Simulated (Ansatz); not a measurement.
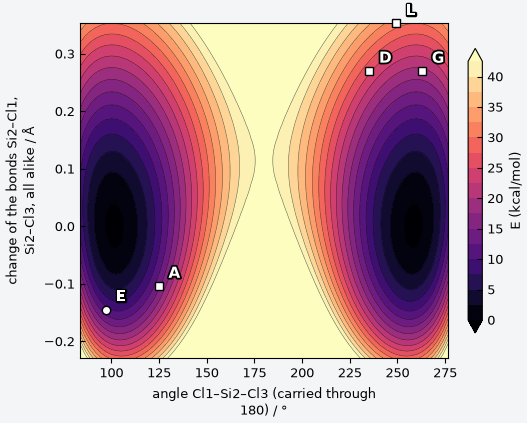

Cl₂Si, SMILES Cl[Si]Cl. First axis: angle Cl1–Si2–Cl3 (carried through 180). Second axis: change of the bonds Si2–Cl1, Si2–Cl3, all alike. Nothing is relaxed (all other coordinates rigid). Grid: 15 × 15 points; 120 points were computed and 105 follow by symmetry. Points are written as (first, second). All energies are given in kcal/mol relative to the lowest grid point. All numbers below come from RKS PBE0-D4/def2-TZVP in Ansatz.

The picture shows filled contours, one colour for all values above the top of the scale, lettered points. Between grid points the surface is interpolated.

Is L the lowest point of the computed grid?

Answer. No. L lies 31.2 kcal/mol above the lowest grid point, which is at (97.1°, 0.021 Å).

What kind of point is each of A, D: minimum, saddle, maximum or slope?

Answer. A: on a slope; D: on a slope. (In these two coordinates alone; a stationary point may lie a little off the grid point.)
